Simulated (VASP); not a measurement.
Band structure of PbO$_{2}$ (rutile). All values below come from AM05 GGA, VASP's PBE PAW potentials (set 64) (plane waves; VASP).

Unless said otherwise, spin-orbit coupling is left out, though it shifts the bands of the heavy elements here.

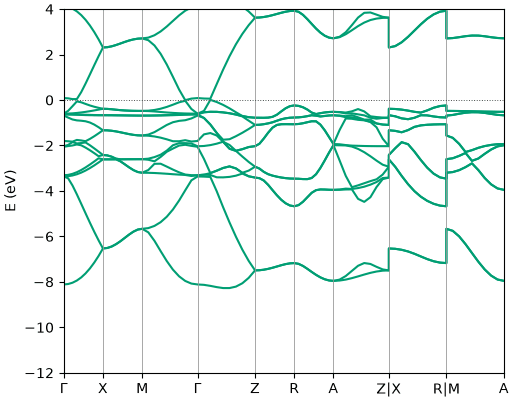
Figure. Bands along high-symmetry lines, zero at the valence-band maximum or, without a gap, the Fermi level

Q: Read the plot: is there a gap, and where are the band edges?

A: It has no gap at this level: it comes out as a metal or semimetal. (Edges off the drawn lines would not show.)

The compound is PbO2 in the rutile structure. It was relaxed first.
